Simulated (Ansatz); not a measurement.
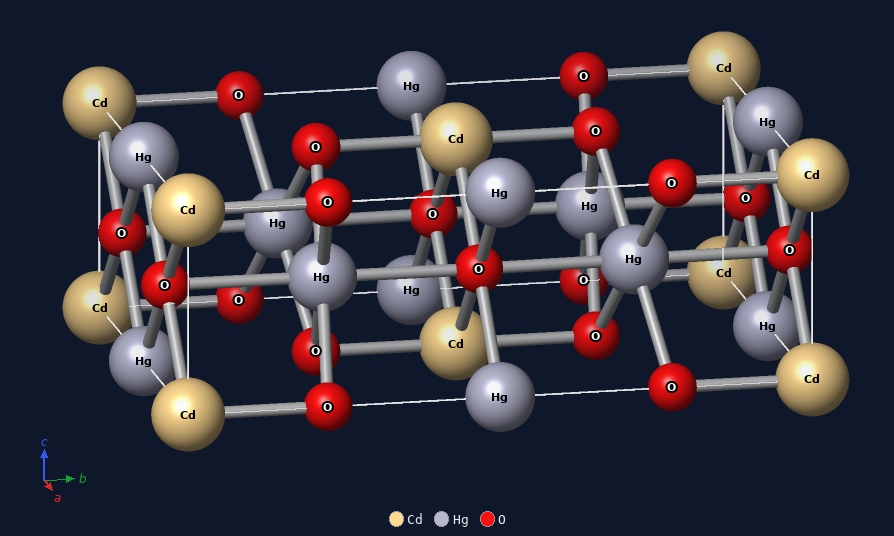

Ball-and-stick drawing of the structure, looking slightly off an axis. The wireframe shows the conventional unit cell.

CdHg3O4, space group Cmmm (No. 65), a = 6.755 Å, b = 10.267 Å, c = 3.402 Å, α = 90.00°, β = 90.00°, γ = 90.00°. It goes back to a structure type filled with these elements by a generator (whether the compound takes this form wasn't checked). Earlier steps of the study, as a rule a relaxation of our own, may have changed the cell and positions, so they can lie some per cent off the listed ones. It went into a calculation with Ansatz.

This one geometry was computed with Ansatz (DFT, plane waves, PAW) at three levels of theory: r2SCAN, PBE and PBEsol.

**Which level gives the highest pressure at this volume, and what does that say about its equilibrium volume?**

Highest: PBE (0.0 GPa), which points to the largest equilibrium volume. Lowest, with the smallest volume: PBEsol (-6.3 GPa). Levels within 0.5 GPa of each other can't be told apart.

**How does the band gap change with the level of theory?**

All levels give a metal, though semilocal functionals underestimate gaps and can close a small one.

**Collect the results in a table.**

| level | cutoff (eV) | k-mesh of the run's cell | gap (eV) | pressure (GPa) |
| --- | --- | --- | --- | --- |
| r2SCAN | 500 | 8×8×12 | metal | -4.9 |
| PBE | 420 | 8×8×12 | metal | 0.0 |
| PBEsol | 420 | 8×8×12 | metal | -6.3 |

Gaps are taken on the k-mesh or band path of each run.
